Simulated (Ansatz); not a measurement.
# AgPb2: relaxing a made-up structure

This structure for AgPb2 is made up. Its elements were placed in a known structure type with a cell scaled to their sizes. What cell does the guess relax to, and how far off was it?

Method: DFT, PBEsol, plane-wave PAW, files of the set soft_1, scalar-relativistic, no spin, cell and ions relaxed at zero pressure; PAW set soft_1, in Ansatz 0.2.0.

## 1. The starting structure

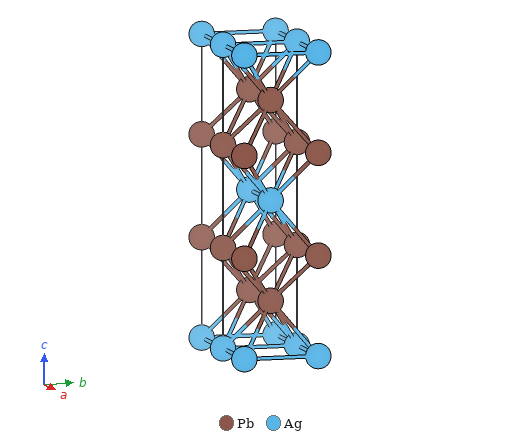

Start, viewed slightly off an axis; lead brown, silver blue. 2×1×1 cells are drawn. This picture shows the conventional cell, with its axes. Some periodic images of atoms are drawn too.

## 2. Relaxation of the guess

The guessed cell has no reason to be at equilibrium. It is relaxed with the atoms, within the space group of the guess.

input.yaml reads:

```yaml
crystal:
  lattice:
    - [-1.7385, 1.7385, 6.9345]
    - [1.7385, -1.7385, 6.9345]
    - [1.7385, 1.7385, -6.9345]
  atoms:
    - { symbol: Pb, position: [0.6694, 0.6694, 0.0] }
    - { symbol: Pb, position: [0.3306, 0.3306, 0.0] }
    - { symbol: Ag, position: [0.0, 0.0, 0.0] }
kpoints:
  mp_grid: { grid: [11, 11, 11] }
scf:
  occupations: { method: fermi_dirac, width: 0.05 }
hamiltonian:
  xc: pbesol
  pseudopotentials: { kind: paw, azcp: { folder: soft_1 }, xc_functional: pbe }
relax:
  f_tol: 0.015
  max_steps: 70
  cell: {}
output:
  forces: true
  stress: true
```

On the command line:

```
$ ansatz run input.yaml --threads 4 --pin off --max-ram 8192MiB --backend cpu --events-out ev --progress --plain --runs-dir out
```

Numbers of over 12 decimals in the logs are rounded to 6 here.

Log:

```text
basis.fft_grid_basis auto: the FFT boxes are laid along the combinations [[1, 0, 1], [0, 1, 1], [0, 0, 1]] of the cell's own vectors, 3.477, 3.477 and 7.357 Å long. The dense box has 24×24×50 points. Along the cell's own vectors, as sized, it would have 50×50×50, 4.34 times as many. Of the 16 symmetry operations that the crystal satisfies within crystal.symmetry.tolerance (time reversal apart; of a slab, those that k [...]
Engine: ansatz 0.2.0, aarch64-unknown-linux-gnu
Pseudopotentials: kind: paw
Pseudopotential: Pb, paw, valence charge 14, recommended cutoff 420 eV (normal), soft_1/Pb.paw.azcp
Pseudopotential: Ag, paw, valence charge 19, recommended cutoff 420 eV (normal), soft_1/Ag.paw.azcp
Functional definition: PBEsol
  exchange = pbesol_x
  correlation = pbesol_c
Crystal: 3 atoms, lattice volume = 83.835 Å³
Basis set: ecut = 420 eV, 1615 PW (Γ), FFT grids on a1+a3, a2+a3, a3, exchange–correlation on 48×48×100 points (8 copies of the dense FFT grid, shifted against one another)
Bands: 29, of which v1, the nominal top of the filled ones, is band 24 counted from 1 (23 counted from 0)
Symmetry: 16 space group operations
Space group: I4/mmm (ITA 139), of the structure as read, at distance tolerance 4.4e-5 Å
k-points: 126 of 1331
Non-local potential: Pb, projectors of the file, l = 0: 2, l = 1: 2, l = 2: 2, l = 3: 1
Non-local potential: Ag, projectors of the file, l = 0: 3, l = 1: 2, l = 2: 2, l = 3: 1
PAW form: soft (Blöchl's): semilocal exchange-correlation on the pseudo side does not see the compensation charge
PAW frozen core: Pb, regenerated for the run's functional, and the local potential with it (the file was generated under x = pbe(κ = 0.804, μ = 0.219515), c = pbe(β = 0.066725))
PAW frozen core: Ag, regenerated for the run's functional, and the local potential with it (the file was generated under x = pbe(κ = 0.804, μ = 0.219515), c = pbe(β = 0.066725))
PAW one-centre angular grid: Pb, 590 points (default); XC on 64 Gauss nodes
PAW one-centre angular grid: Ag, 590 points (default); XC on 64 Gauss nodes
Initial density: superposition of atomic densities (chi_scale 0.1, normalization cell, long waves kept (reshape's long-wave potential 0.13 eV rms))
Initial wavefunctions: pseudopotential atomic-orbital guess
Functional: x = pbesol(κ = 0.804, μ = 0.123457), c = pbesol(β = 0.046)
SCF iter   1: F=—  HF=-31036.766771 eV  |F-HF|=—  |Δ(HF+E_count)|=         —  Δρ=2.78e-2  dr2=3.46e0  ethr=3.10e-3  ⟨swp⟩=7.0  Hψ=15461  notcnv=0
preconditioner: auto → Kerker (q_TF=auto, 2.477 Å⁻¹)  [metal: Δε(μ)=0.039 eV  Ē_g=14.049 eV  σ=0.050 eV  W_gap=0.19  n_scr=20 (ndim 8)  ℏωp=25.3 eV  f_vac=0.000  D(μ)=1.17/eV (n_scr^D=2)]
SCF iter   2: F=—  HF=-31036.322516 eV  |F-HF|=—  |Δ(HF+E_count)|=   4.44e-1  Δρ=1.55e-2  dr2=1.52e0  ethr=3.10e-3  ⟨swp⟩=2.3  Hψ=5292  notcnv=0  defer=77
SCF iter   3: F=—  HF=-31036.027039 eV  |F-HF|=—  |Δ(HF+E_count)|=   2.95e-1  Δρ=7.08e-3  dr2=2.24e-1  ethr=3.10e-3  ⟨swp⟩=2.7  Hψ=4727  notcnv=0  defer=77
SCF iter   4: F=—  HF=-31035.985247 eV  |F-HF|=—  |Δ(HF+E_count)|=   4.18e-2  Δρ=2.35e-3  dr2=8.41e-3  ethr=4.76e-4  ⟨swp⟩=3.0  Hψ=5416  notcnv=0  defer=72
SCF iter   5: F=—  HF=-31035.983754 eV  |F-HF|=—  |Δ(HF+E_count)|=   1.49e-3  Δρ=9.75e-4  dr2=1.49e-3  ethr=1.79e-5  ⟨swp⟩=2.0  Hψ=4650  notcnv=0  defer=71
SCF iter   6: F=—  HF=-31035.983519 eV  |F-HF|=—  |Δ(HF+E_count)|=   2.35e-4  Δρ=2.93e-4  dr2=1.48e-4  ethr=3.17e-6  ⟨swp⟩=2.5  Hψ=6158  notcnv=0  defer=71
SCF iter   7: F=—  HF=-31035.983497 eV  |F-HF|=—  |Δ(HF+E_count)|=   2.23e-5  Δρ=8.83e-5  dr2=1.11e-5  ethr=3.15e-7  ⟨swp⟩=2.6  Hψ=5485  notcnv=0  defer=71
SCF iter   8: F=—  HF=-31035.983526 eV  |F-HF|=—  |Δ(HF+E_count)|=   2.93e-5  Δρ=2.41e-5  dr2=5.91e-7  ethr=2.37e-8  ⟨swp⟩=2.0  Hψ=4716  notcnv=0  defer=71
SCF iter   9: F=-31035.983526 eV  HF=-31035.983526 eV  |F-HF|=2.37e-8  |Δ(HF+E_count)|=   3.59e-8  Δρ=4.59e-6  dr2=4.16e-8  ethr=2.13e-10  ⟨swp⟩=4.9  Hψ=12788  notcnv=0
SCF 1 converged in 9 iterations: F = -31035.983526 eV  dr2 = 4.16e-8
  greatest PAW one-centre occupation: 1.001 electrons in one spin orbital (limit 2), on the Ag atom at site 2 (counted from 0), in its partial waves of l = 0
relax step   1: F+E_penalty+E_count = -31035.98352615 eV  Δ(F+E_penalty+E_count) = +0.000e0 eV  max|allowed force component| = 1.036e0 eV/Å  Δτ_max = 0.0000 Å  P = -3.575 GPa  Ω = 83.835 Å³  (9 SCF iters, dr2 threshold 1.00e-7 eV, accepted)
Crystal: 3 atoms, lattice volume = 78.258 Å³
Basis set: ecut = 420 eV, 1535 PW (Γ), FFT grids on a1+a3, a2+a3, a3, exchange–correlation on 48×48×100 points (8 copies of the dense FFT grid, shifted against one another)
Initial density: handed on by an earlier stage of this run
Initial wavefunctions: those handed on with the density
iter 1 solved again at ethr=1.64e-4 eV; its pass at ethr=3.10e-3 eV (dr2=7.71e-2 eV) is discarded
SCF iter   1: F=—  HF=-31036.408918 eV  |F-HF|=—  |Δ(HF+E_count)|=         —  Δρ=9.40e-3  dr2=7.61e-2  ethr=1.64e-4  ⟨swp⟩=1.6  Hψ=20105  notcnv=0
preconditioner: auto → Kerker (q_TF=auto, 2.506 Å⁻¹)  [metal: Δε(μ)=0.020 eV  Ē_g=14.641 eV  σ=0.050 eV  W_gap=0.10  n_scr=20 (ndim 8)  ℏωp=26.2 eV  f_vac=0.000  D(μ)=1.39/eV (n_scr^D=2)]
SCF iter   2: F=—  HF=-31036.392804 eV  |F-HF|=—  |Δ(HF+E_count)|=   1.61e-2  Δρ=3.84e-3  dr2=1.05e-2  ethr=1.62e-4  ⟨swp⟩=2.0  Hψ=5269  notcnv=0
SCF iter   3: F=—  HF=-31036.390881 eV  |F-HF|=—  |Δ(HF+E_count)|=   1.92e-3  Δρ=1.52e-3  dr2=1.84e-3  ethr=2.24e-5  ⟨swp⟩=2.0  Hψ=4754  notcnv=0
SCF iter   4: F=—  HF=-31036.390823 eV  |F-HF|=—  |Δ(HF+E_count)|=   5.84e-5  Δρ=4.50e-4  dr2=5.29e-4  ethr=3.92e-6  ⟨swp⟩=2.7  Hψ=6111  notcnv=0
SCF iter   5: F=—  HF=-31036.390754 eV  |F-HF|=—  |Δ(HF+E_count)|=   6.88e-5  Δρ=1.07e-4  dr2=4.06e-5  ethr=1.13e-6  ⟨swp⟩=1.8  Hψ=3824  notcnv=0
SCF iter   6: F=—  HF=-31036.390738 eV  |F-HF|=—  |Δ(HF+E_count)|=   1.56e-5  Δρ=2.22e-5  dr2=1.47e-6  ethr=8.63e-8  ⟨swp⟩=1.9  Hψ=3908  notcnv=0
SCF iter   7: F=-31036.390738 eV  HF=-31036.390738 eV  |F-HF|=1.19e-7  |Δ(HF+E_count)|=   2.35e-7  Δρ=8.83e-6  dr2=1.71e-7  ethr=6.38e-10  ⟨swp⟩=4.8  Hψ=12727  notcnv=0
SCF 2 converged in 7 iterations: F = -31036.390738 eV  dr2 = 1.71e-7
relax step   2: F+E_penalty+E_count = -31036.39073805 eV  Δ(F+E_penalty+E_count) = -4.072e-1 eV  max|allowed force component| = 5.160e-1 eV/Å  Δτ_max = 0.1950 Å  P = -2.416 GPa  Ω = 78.258 Å³  energy of the carried Pulay correction = +1.175e-3 eV  (7 SCF iters, dr2 threshold 3.00e-7 eV, accepted)
Crystal: 3 atoms, lattice volume = 70.168 Å³
Basis set: ecut = 420 eV, 1401 PW (Γ), FFT grids on a1+a3, a2+a3, a3, exchange–correlation on 48×48×100 points (8 copies of the dense FFT grid, shifted against one another)
iter 1 solved again at ethr=2.98e-4 eV; its pass at ethr=3.10e-3 eV (dr2=1.40e-1 eV) is discarded
SCF iter   1: F=—  HF=-31036.373460 eV  |F-HF|=—  |Δ(HF+E_count)|=         —  Δρ=1.22e-2  dr2=1.39e-1  ethr=2.98e-4  ⟨swp⟩=1.6  Hψ=20715  notcnv=0
preconditioner: auto → Kerker (q_TF=auto, 2.552 Å⁻¹)  [metal: Δε(μ)=0.047 eV  Ē_g=15.339 eV  σ=0.050 eV  W_gap=0.22  n_scr=20 (ndim 8)  ℏωp=27.7 eV  f_vac=0.000  D(μ)=0.93/eV (n_scr^D=2)]
SCF iter   2: F=—  HF=-31036.347852 eV  |F-HF|=—  |Δ(HF+E_count)|=   2.56e-2  Δρ=4.59e-3  dr2=1.64e-2  ethr=2.95e-4  ⟨swp⟩=2.0  Hψ=5275  notcnv=0
SCF iter   3: F=—  HF=-31036.345569 eV  |F-HF|=—  |Δ(HF+E_count)|=   2.28e-3  Δρ=1.88e-3  dr2=2.37e-3  ethr=3.49e-5  ⟨swp⟩=1.3  Hψ=5042  notcnv=0  defer=1
SCF iter   4: F=—  HF=-31036.345574 eV  |F-HF|=—  |Δ(HF+E_count)|=   5.07e-6  Δρ=3.92e-4  dr2=6.74e-5  ethr=5.05e-6  ⟨swp⟩=2.2  Hψ=5858  notcnv=0  defer=1
SCF iter   5: F=—  HF=-31036.345569 eV  |F-HF|=—  |Δ(HF+E_count)|=   5.35e-6  Δρ=6.47e-5  dr2=3.05e-6  ethr=1.43e-7  ⟨swp⟩=2.2  Hψ=5749  notcnv=0  defer=1
SCF iter   6: F=—  HF=-31036.345569 eV  |F-HF|=—  |Δ(HF+E_count)|=   2.35e-8  Δρ=2.01e-5  dr2=3.30e-7  ethr=6.38e-10  ⟨swp⟩=5.0  Hψ=12962  notcnv=0
SCF iter   7: F=-31036.345568 eV  HF=-31036.345569 eV  |F-HF|=2.57e-8  |Δ(HF+E_count)|=   6.35e-8  Δρ=4.61e-6  dr2=3.58e-8  ethr=6.38e-10  ⟨swp⟩=4.5  Hψ=11982  notcnv=0
SCF 3 converged in 7 iterations: F = -31036.345568 eV  dr2 = 3.58e-8
relax step   3: F+E_penalty+E_count = -31036.34556849 eV  Δ(F+E_penalty+E_count) = +4.517e-2 eV  max|allowed force component| = 6.459e-1 eV/Å  Δτ_max = 0.1944 Å  P = +6.632 GPa  Ω = 70.168 Å³  energy of the carried Pulay correction = +3.150e-3 eV  (7 SCF iters, dr2 threshold 3.00e-7 eV, rejected (line search))
[...]
relax step   4: F+E_penalty+E_count = -31036.47402866 eV  Δ(F+E_penalty+E_count) = -8.329e-2 eV  max|allowed force component| = 1.603e-1 eV/Å  Δτ_max = 0.0972 Å  P = -1.119 GPa  Ω = 76.682 Å³  energy of the carried Pulay correction = +1.532e-3 eV  (10 SCF iters, accepted)
[...]
relax step   5: F+E_penalty+E_count = -31036.48337947 eV  Δ(F+E_penalty+E_count) = -9.351e-3 eV  max|allowed force component| = 4.981e-3 eV/Å  Δτ_max = 0.0300 Å  P = +0.092 GPa  Ω = 75.433 Å³  energy of the carried Pulay correction = +1.824e-3 eV  (6 SCF iters, dr2 threshold 3.00e-7 eV, accepted)
[...]
relax step   6: F+E_penalty+E_count = -31036.48338915 eV  Δ(F+E_penalty+E_count) = -9.672e-6 eV  max|allowed force component| = 4.416e-4 eV/Å  Δτ_max = 0.0005 Å  P = +0.006 GPa  Ω = 75.534 Å³  energy of the carried Pulay correction = +1.800e-3 eV  (5 SCF iters, dr2 threshold 2.35e-8 eV, accepted)
Basis set: ecut = 420 eV, 1475 PW (Γ), FFT grids on a1+a3, a2+a3, a3, exchange–correlation on 48×48×96 points (8 copies of the dense FFT grid, shifted against one another)
Initial wavefunctions: pseudopotential atomic-orbital guess (no wavefunctions were taken with the density)
iter 1 solved again at ethr=9.29e-8 eV; its pass at ethr=3.10e-3 eV (dr2=4.37e-5 eV) is discarded
SCF iter   1: F=—  HF=-31036.481702 eV  |F-HF|=—  |Δ(HF+E_count)|=         —  Δρ=1.78e-4  dr2=3.98e-6  ethr=9.29e-8  ⟨swp⟩=4.1  Hψ=26152  notcnv=0
preconditioner: auto → Kerker (q_TF=auto, 2.521 Å⁻¹)  [metal: Δε(μ)=0.069 eV  Ē_g=14.959 eV  σ=0.050 eV  W_gap=0.31  n_scr=20 (ndim 8)  ℏωp=26.7 eV  f_vac=0.000  D(μ)=1.14/eV (n_scr^D=2)]
SCF iter   2: F=—  HF=-31036.481708 eV  |F-HF|=—  |Δ(HF+E_count)|=   5.57e-6  Δρ=9.06e-5  dr2=1.19e-6  ethr=8.48e-9  ⟨swp⟩=2.0  Hψ=6334  notcnv=0
SCF iter   3: F=—  HF=-31036.481709 eV  |F-HF|=—  |Δ(HF+E_count)|=   9.92e-7  Δρ=2.29e-5  dr2=8.27e-8  ethr=2.53e-9  ⟨swp⟩=2.5  Hψ=6205  notcnv=0
SCF iter   4: F=—  HF=-31036.481709 eV  |F-HF|=—  |Δ(HF+E_count)|=   4.63e-8  Δρ=3.84e-6  dr2=1.07e-8  ethr=1.76e-10  ⟨swp⟩=2.0  Hψ=6360  notcnv=0
SCF iter   5: F=—  HF=-31036.481709 eV  |F-HF|=—  |Δ(HF+E_count)|=  3.06e-10  Δρ=8.12e-7  dr2=1.59e-9  ethr=2.27e-11  ⟨swp⟩=2.7  Hψ=5105  notcnv=0
SCF iter   6: F=—  HF=-31036.481709 eV  |F-HF|=—  |Δ(HF+E_count)|=  3.17e-10  Δρ=3.87e-7  dr2=2.94e-10  ethr=3.38e-12  ⟨swp⟩=2.5  Hψ=5641  notcnv=0
SCF iter   7: F=-31036.481709 eV  HF=-31036.481709 eV  |F-HF|=2.18e-11  |Δ(HF+E_count)|=  5.46e-11  Δρ=6.06e-8  dr2=4.11e-12  ethr=1.00e-12  ⟨swp⟩=5.1  Hψ=16974  notcnv=0
SCF 7 converged in 7 iterations: F = -31036.481709 eV  dr2 = 4.11e-12
relax step   7: F+E_penalty+E_count = -31036.48170887 eV  Δ(F+E_penalty+E_count) = +1.680e-3 eV  max|allowed force component| = 3.771e-4 eV/Å  Δτ_max = 0.0000 Å  P = -0.003 GPa  Ω = 75.534 Å³  stress off target by 1.19e-2 GPa  SCF on the basis re-selected at this cell (its energy is not comparable with the rows above)  (7 SCF iters)
basis re-selected at this cell: Δ(F+E_penalty+E_count) = +1.680e-3 eV, ΔP = -0.009 GPa vs the last step (what re-selecting the basis moved, of the pressure what is left beyond the Pulay correction that the steps carried, after the strain that the cell walked since its last selection, with what the two solves' SCF thresholds leave and, on support functions, any second-order correction that the steps lacked; it is no measure of the basis error at this ecutwfc). The dense FFT grid was sized anew with the basis: this SCF ran on 24×24×48 points, the steps before it on 24×24×50, so part of this shift can come from that change (see relax.cell in the input reference). [rest of the remark cut]
SCF converged after 7 iterations
Free energy (F): -31036.481709 eV
Harris-Foulkes:  -31036.481709 eV  (|F-HF|=2.18e-11)
Internal energy: -31036.472048 eV  (E = F + TS)
E sigma→0 (E₀):  -31036.476879 eV
Entropy (-TS):   -0.009661 eV (-3.220 meV/atom)
Fermi energy:    12.657667 eV
--- Per-component energies (eV) ---
  E_band       = -347.335990
  E_kinetic    = 1055.464912
  E_local      = -4887.861828  (includes V_loc(G=0)·N_el)
  E_nonlocal   = 649.514636
  E_hartree    = 2177.738845
  E_xc         = -566.558271
  E_vxc        = -477.354084  (∫ρ·V_xc dr)
  E_paw        = -24374.761159  (= ΣΔE_a)
  E_vpaw       = -1042.577682  (= ΣTr[D̂ρ^β])
  E_aug_tail   = 0.000338  (compensation charges beyond the density's cutoff)
  E_ewald      = -5090.456602
  E_core_change = 0.447080  (= ΣΔE_core)
  E_smearing   = -0.009661  (= −TS)
  E_closure    = 0.000000  (closes the sum)
  Σ components = -31036.481709   (vs F -31036.481709, Δ=0.00e0)
--- Forces (eV/Å), atoms counted from 1 ---
  atom   1  Pb     0.00000000     0.00000000    -0.00037712
  atom   2  Pb     0.00000000     0.00000000     0.00037712
  atom   3  Ag    -0.00000000     0.00000000     0.00000000
  max |Σ_I F_I| component: 1.08e-19 eV/Å
--- Stress (GPa, compression-positive) ---
        0.001457      -0.000000      -0.000000
       -0.000000       0.001457       0.000000
       -0.000000       0.000000      -0.011874
  P = ⅓ Tr σ = -0.0030 GPa (-0.030 kbar)
--- Relaxed structure (6 steps of the walk, 5 accepted, 1 SCFs on fresh bases) ---
  F+E_penalty+E_count = -31036.48170887 eV   max|allowed force component| = 3.771e-4 eV/Å   (the final SCF, on the basis selected at the relaxed cell)
  cell:  # Å, volume = 75.5335 Å³
    - [-1.683312, 1.683312, 6.664235]
    - [1.683312, -1.683312, 6.664235]
    - [1.683312, 1.683312, -6.664235]
  atoms:
    - { symbol: Pb, position: [0.646207, 0.646207, 0] }
    - { symbol: Pb, position: [0.353793, 0.353793, 0] }
    - { symbol: Ag, position: [-6.670890863467424e-19, -6.670890863467425e-19, 0] }
```

Run time: 25 s. Hardware: 4 threads of Arm Neoverse V1, shared host; peak memory 0.55 GiB; 95 s of CPU time.

Step by step:

```
step  energy less that of the first step (eV)  largest force component (eV/Å)  pressure (GPa)  volume (Å³)
   1                                   0.0000                          1.0364           -3.58        83.83
   2                                  -0.4072                          0.5160           -2.42        78.26
   3                                  -0.3620                          0.6459            6.63        70.17
   4                                  -0.4905                          0.1603           -1.12        76.68
   5                                  -0.4999                          0.0050            0.09        75.43
   6                                  -0.4999                          0.0004            0.01        75.53
  7*                                  -0.4982                          0.0004            0.00        75.53
```

Relaxation steps marked * repeat the geometry before them on a plane-wave basis chosen anew for their cell, so energy and pressure can jump there. Relaxation step 3 was tried and not accepted.

The run keeps the 16 symmetry operations that it works with, so distortions that break them were not tested.

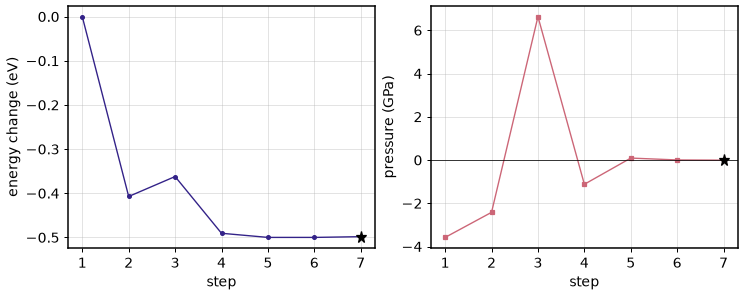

Energy and pressure along the relaxation. Stars mark steps on a basis chosen anew.

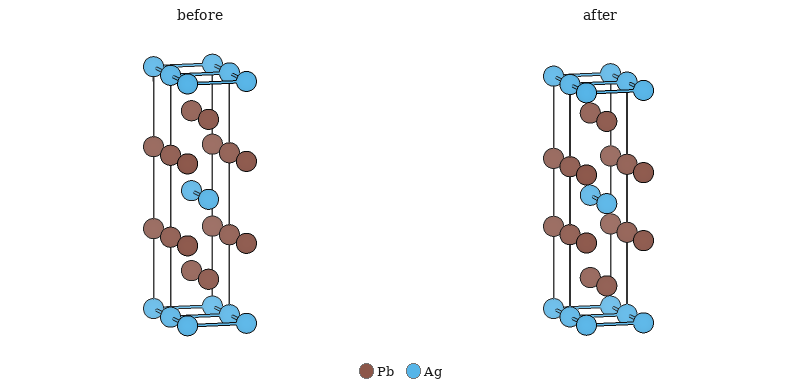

Before and after, at one scale.

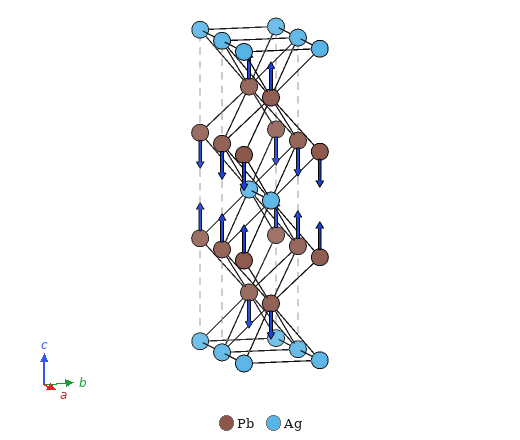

Displacements in the relaxation, exaggerated, measured against the changing cell; the longest in the cell stands for 0.31 Å. 2×1×1 conventional cells are drawn. Some periodic images of atoms are drawn too.

```
conventional cell, symmetrised  before   after  change
                         a (Å)   3.477   3.367  -3.2 %
                         b (Å)   3.477   3.367  -3.2 %
                         c (Å)  13.869  13.328  -3.9 %
              volume (Å³/atom)   27.94   25.18  -9.9 %
```

The atoms that moved most (Å, as changes of fractional coordinates times the final cell):

| atom | dx | dy | dz | length |
| --- | --- | --- | --- | --- |
| Pb2 | 0.000 | 0.000 | 0.309 | 0.309 |
| Pb1 | 0.000 | 0.000 | -0.309 | 0.309 |

The relaxed structure:

```xyz
3
Lattice="-1.6833 1.6833 6.6642 1.6833 -1.6833 6.6642 1.6833 1.6833 -6.6642" Properties=species:S:1:pos:R:3 pbc="T T T"
Pb    0.0000    0.0000    8.6130
Pb    0.0000    0.0000    4.7155
Ag    0.0000    0.0000    0.0000
```

Numbers from this step:

```
free energy             : -31036.4817 eV
energy at zero smearing : -31036.4769 eV
smearing term TS        : 0.009661 eV
Fermi energy            : 12.66 eV
electrons               : 47
symmetry operations     : 16
pressure                : -0.002987 GPa
```

Shortest distances by pair of elements, guess and relaxed (not always the same contact):

```
 pair  guess (Å)  relaxed (Å)
Ag–Pb      3.401        3.076
Pb–Pb      3.323        3.367
Ag–Ag      3.477        3.367
```

The relaxation ends with a largest force component of 3.8e-4 eV/Å and a pressure of 0.00 GPa.

## 3. Outcome

```
space group, relaxed : I4/mmm
conventional cell    : a = 3.367, b = 3.367, c = 13.328 Å; α = 90.0°, β = 90.0°, γ = 90.0°
volume per atom      : 25.18 Å³ (guess 27.94)
```

**Reading.** AgPb2 relaxes to I4/mmm with a = 3.367, b = 3.367 and c = 13.328 Å. The guessed volume was 11 % too large. The space group I4/mmm was held in the relaxation, so the end point is a stationary structure within it and may be a saddle against distortions or other arrangements. Mesh and cutoff weren't tested. Spin-orbit coupling is left out, which can matter for elements this heavy. No dispersion term is used, so weakly bound directions may come out too long. The runs have no spin, and magnetism wasn't tested. Nothing here tests whether the compound is stable against decomposition.

[Logs are printed without paths, hosts, clocks, repeated set-up lines and the standing remarks that a program may print on its own settings, such as how far it seeks lower states.]

[Hosts, paths, dates, database ids (printed as entryN), source tags and the programs' standing remarks are cut or masked in the printed files.]
